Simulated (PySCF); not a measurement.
# C4H5Br (SMILES C#CCCBr) at 3 levels

Wanted: a comparison of 3 runs (HF/STO-3G, PBE0/STO-3G, B3LYP/6-31G*) of C4H5Br. 

Program for the calculation: PySCF 2.14.0.

**1. The system as given**

C4H5Br has 10 atoms, charge 0, and is taken as a singlet. SMILES: `C#CCCBr`. The shape is that of a GFN2-xTB optimisation.

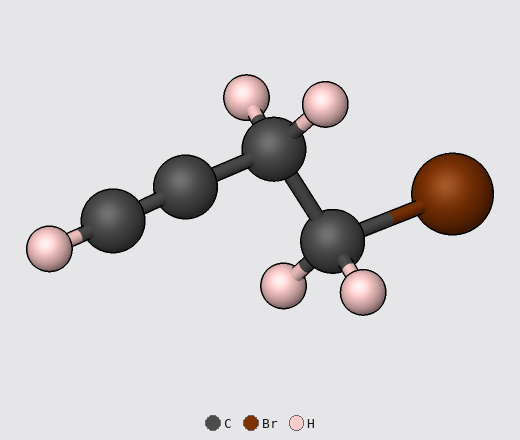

Viewed from a chosen angle; carbon dark grey, bromine brown, hydrogen pink.

**2. Energy and forces at HF/STO-3G (run 1)**

Contents of calc.py:

```python
# C#CCCBr
from pyscf import gto, scf

mol = gto.M(
    atom='''
C       -1.008010       0.111030       2.107380
C       -0.230230      -0.006320       1.206110
C        0.679360      -0.133840       0.084450
C       -0.088100       0.064870      -1.215670
Br       1.102430      -0.091490      -2.759990
H       -1.673520       0.201990       2.912710
H        1.472610       0.614450       0.172290
H        1.140910      -1.125790       0.101750
H       -0.861100      -0.692470      -1.341990
H       -0.534320       1.057570      -1.267040
''',
    max_memory=1860,
    verbose=4,
    basis='sto-3g',
)

mf = scf.RHF(mol)
mf.conv_tol = 1e-10
mf.kernel()
if not mf.converged:
    mf = mf.newton().run(mf.mo_coeff, mf.mo_occ)

e_final = mf.e_tot
print('E(%s) = %.9f' % ('HF', e_final))
grad = mf.nuc_grad_method().kernel()
mf.analyze()
```

Run with:

```console
$ OMP_NUM_THREADS=1 python calc.py
```

Standard output:

```text
PySCF version 2.14.0

[... 80 lines left out ...]
Total Energy =                       -2697.111109698104428
[... 7 lines left out ...]
MO #1   energy= -484.455833619641  occ= 2
[... 5 lines left out ...]
MO #7   energy= -11.0993024295449  occ= 2
[... 5 lines left out ...]
MO #13  energy= -6.86918549274978  occ= 2
[... 5 lines left out ...]
MO #19  energy= -1.06294312117435  occ= 2
[... 5 lines left out ...]
MO #25  energy= -0.58633502107423  occ= 2
[... 5 lines left out ...]
MO #31  energy= -0.308285099483751 occ= 2
[... 5 lines left out ...]
MO #37  energy= 0.620419466750818  occ= 0
[... 5 lines left out ...]
MO #43  energy= 1.49649482914184   occ= 0
[... 56 lines left out ...]
Dipole moment(X, Y, Z, Debye): -0.82010,  0.09921,  1.15943
```

It took 3.6 s on 1 thread of Intel Xeon at 2.70GHz, shared host; peak memory 0.12 GiB.

**3. Energy and forces at PBE0/STO-3G (run 2)**

Contents of calc.py:

```python
import pyscf.grad
from pyscf import gto, dft

mol = gto.M(
    atom='''
C     -1.008010     0.111030     2.107380
C     -0.230230    -0.006320     1.206110
C      0.679360    -0.133840     0.084450
C     -0.088100     0.064870    -1.215670
Br     1.102430    -0.091490    -2.759990
H     -1.673520     0.201990     2.912710
H      1.472610     0.614450     0.172290
H      1.140910    -1.125790     0.101750
H     -0.861100    -0.692470    -1.341990
H     -0.534320     1.057570    -1.267040
''',
    verbose=4,
    charge=0,
    basis='sto-3g',
    max_memory=1860,
)

mf = dft.RKS(mol)
mf.xc = 'pbe0'
mf.grids.level = 5
mf.conv_tol = 1e-10
mf.kernel()
if not mf.converged:
    mf = mf.newton().run(mf.mo_coeff, mf.mo_occ)

energy = mf.e_tot
print('Final energy', energy)
grad = mf.Gradients().kernel()
mf.analyze()
```

Run with:

```console
$ OMP_NUM_THREADS=1 python calc.py
```

Standard output:

```text
PySCF version 2.14.0

[... 78 lines left out ...]
Final energy -2699.077425076624
[... 21 lines left out ...]
MO #1   energy= -477.677810473856  occ= 2
[... 6 lines left out ...]
MO #8   energy= -10.0271664747007  occ= 2
[... 6 lines left out ...]
MO #15  energy= -1.65011400769672  occ= 2
[... 6 lines left out ...]
MO #22  energy= -0.58617119634241  occ= 2
[... 6 lines left out ...]
MO #29  energy= -0.23292803077919  occ= 2
[... 6 lines left out ...]
MO #36  energy= 0.350744675166015  occ= 0
[... 6 lines left out ...]
MO #43  energy= 1.16606602374636   occ= 0
[... 56 lines left out ...]
Dipole moment(X, Y, Z, Debye): -0.66651,  0.07990,  0.92476
```

Wall time 19 s (1 thread of Intel Xeon at 2.70GHz, shared host); peak memory 0.47 GiB.

**4. Energy and gradient at B3LYP/6-31G(d) (Cartesian functions) (run 3)**

Contents of job.py:

```python
from pyscf import gto, dft

system = gto.M(
    atom=[
    ('C', (-1.008010, 0.111030, 2.107380)),
    ('C', (-0.230230, -0.006320, 1.206110)),
    ('C', (0.679360, -0.133840, 0.084450)),
    ('C', (-0.088100, 0.064870, -1.215670)),
    ('Br', (1.102430, -0.091490, -2.759990)),
    ('H', (-1.673520, 0.201990, 2.912710)),
    ('H', (1.472610, 0.614450, 0.172290)),
    ('H', (1.140910, -1.125790, 0.101750)),
    ('H', (-0.861100, -0.692470, -1.341990)),
    ('H', (-0.534320, 1.057570, -1.267040)),
],
    cart=True,
    max_memory=1860,
    basis='6-31g*',
    verbose=3,
)

mf = dft.RKS(system)
mf.xc = 'b3lyp'
mf.conv_tol = 1e-10
mf.grids.level = 5
mf.kernel()
if not mf.converged:
    mf = mf.newton().run(mf.mo_coeff, mf.mo_occ)

e_tot = mf.e_tot
print('E(%s) = %.9f' % ('B3LYP', e_tot))
grad = mf.nuc_grad_method().kernel()
dip = mf.dip_moment()
pop, q = mf.mulliken_pop()
```

Run with:

```console
$ OMP_NUM_THREADS=1 python job.py
```

Standard output:

```text
converged SCF energy = -2729.2465868396
[... 9 lines left out ...]
Dipole moment(X, Y, Z, Debye): -0.94692,  0.10903,  1.45498
[... 116 lines left out ...]
charge of    9H =      0.20399
```

Wall time 47 s (1 thread of Intel Xeon at 2.70GHz, shared host); peak memory 1.1 GiB.

**5. All runs side by side**

| run | level | integration grid | Cartesian functions | energy (Eh) | dipole moment (D) | HOMO energy (eV) | LUMO energy (eV) | wall time |
| --- | --- | --- | --- | --- | --- | --- | --- | --- |
| 1 | HF/STO-3G | – | no | -2697.111110 | 1.42 | -8.35 | 8.89 | 3.6 s |
| 2 | PBE0/STO-3G | 5 | no | -2699.077425 | 1.14 | -5.13 | 3.84 | 19 s |
| 3 | B3LYP/6-31G* (Cartesian functions) | 5 | yes | -2729.246587 | 1.74 | -7.48 | -0.33 | 47 s |

**6. Results**

| quantity | value |
| --- | --- |
| run 3: total energy | -2729.24659 Eh |
| run 3: dipole moment | 1.74 D |
| run 3: HOMO energy | -7.48 eV |
| run 3: LUMO energy | -0.33 eV |
| run 3: HOMO–LUMO gap | 7.15 eV |
| run 3: largest force on an atom | 0.753 eV/Å |

The dipole moment runs from 1.14 D (PBE0/STO-3G) to 1.74 D (B3LYP/6-31G*). Basis or surroundings differ between these two runs. The HOMO–LUMO gap runs from 7.15 eV (B3LYP/6-31G*) to 17.25 eV (HF/STO-3G). Totals of different functionals can't be ranked against each other. All runs together took 69 s, the longest 47 s.
